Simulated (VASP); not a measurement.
Band structure of Cu (space group Fm-3m). Method: PBE GGA, VASP's PBE PAW potentials (set 64) (plane waves; VASP).

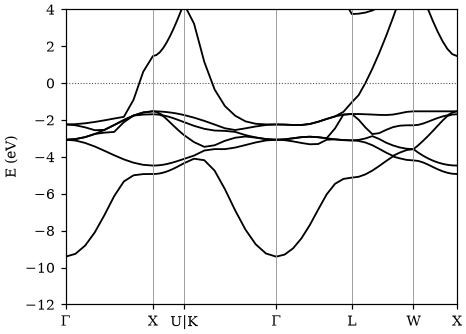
Fig. 1. Bands along high-symmetry lines, zero at the valence-band maximum or, without a gap, the Fermi level

Problem. Read the plot: is there a gap, and where are the band edges?

Solution. It has no gap at this level: it comes out as a metal or semimetal.

The structure is a typed Cu crystal. The cell was not relaxed at this level.
